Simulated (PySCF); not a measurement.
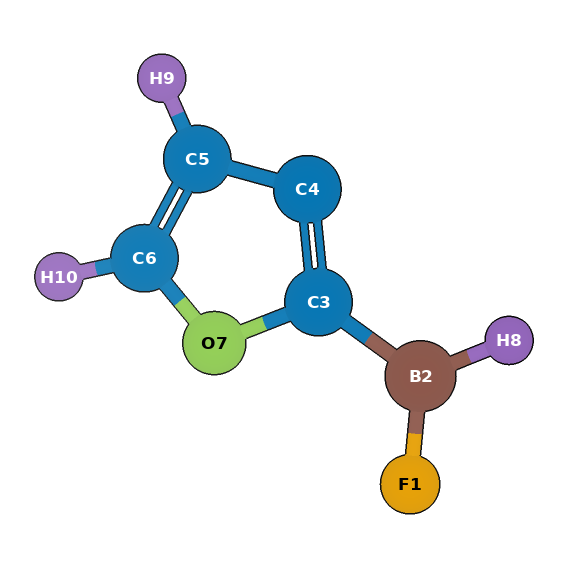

The species is neutral and a spin doublet. Computed geometry: GFN2-xTB optimisation. No frequency run is at hand to confirm it as a minimum. Level of theory: UKS B3LYP, pcH-1 on B C F H O, non-relativistic (PySCF 2.14.0).

Give the isotropic hyperfine couplings (Fermi-contact term alone) of F1, B2, C3, C4, C5, C6, O7, H8, H9, H10.

| atom | isotope | a_iso (MHz) |
| --- | --- | --- |
| F1 | 19F | −3.5 |
| B2 | 11B | 4.8 |
| C3 | 13C | 86.0 |
| C4 | 13C | 511.0 |
| C5 | 13C | 35.2 |
| C6 | 13C | 57.1 |
| O7 | 17O | −13.2 |
| H8 | 1H | 1.4 |
| H9 | 1H | 22.1 |
| H10 | 1H | 8.4 |

The geometry is semi-empirical. Around B such bond lengths and angles can be off by a tenth of an ångström or more and by several degrees, and values that hang on the shape move with them.
